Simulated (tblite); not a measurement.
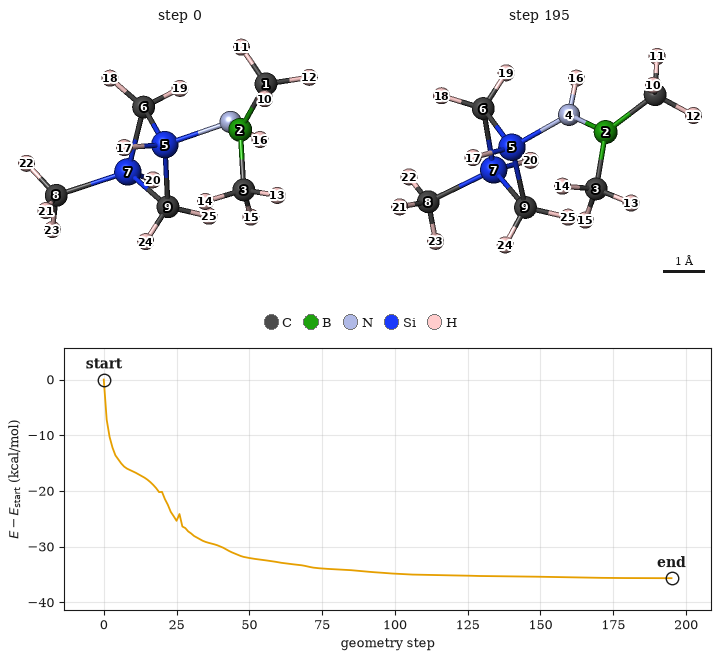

First and last geometry of a relaxation of C5H16BNSi2, with the history of the run. Style: ball-and-stick. Shown from a free direction.

All numbers below come from GFN2-xTB geometry optimisation, gas phase in tblite 0.8.0. 

What do the curves and the structures tell?

It converged. The largest move after the best rigid fit is that of H16, 1.96 Å. Largest moves by element: H 1.96 Å, C 0.92 Å, N 0.73 Å, Si 0.47 Å, B 0.15 Å. Among the contacts that change: B2–N4 1.515 → 1.402 Å, C6–Si7 1.857 → 1.917 Å, N4–Si5 1.789 → 1.741 Å, Si5–C6 1.869 → 1.915 Å. Bond angles that change, for instance: B2–N4–Si5 112.3° → 129.6°, H24–C9–H25 115.0° → 106.7°, H18–C6–H19 113.0° → 106.6°. Groups turn about C1–B2 by about 45°, Si7–C8 by about 30°. After 195 geometry steps the energy has fallen by 35.7 kcal/mol. The run took 4.1 s on 1 thread of Arm Neoverse N1 (shared host).
